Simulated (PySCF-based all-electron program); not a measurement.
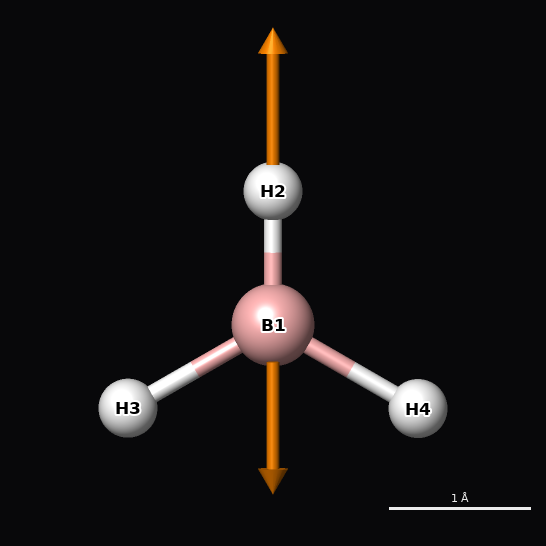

Arrows show the forces on the atoms, 0.09 Å of arrow for 1 eV/Å; forces under a tenth of the largest aren't drawn. Level of theory: PBE, all-electron, scalar-relativistic (spin-free Dirac), large uncontracted Gaussian sets (PySCF-based all-electron program).

**Along which bond is the force strongest?**

B1–H2, now 0.952 Å: the forces push its atoms apart, so a first step downhill lengthens it.

List the force components in the frame of the picture (x right, y up, z towards the viewer), in eV/Å.

| atom | Fx | Fy | Fz |
| --- | --- | --- | --- |
| B1 | 0.00 | −10.47 | −0.80 |
| H2 | 0.00 | 10.85 | 0.82 |
| H3 | −0.12 | −0.19 | −0.02 |
| H4 | 0.12 | −0.19 | −0.01 |
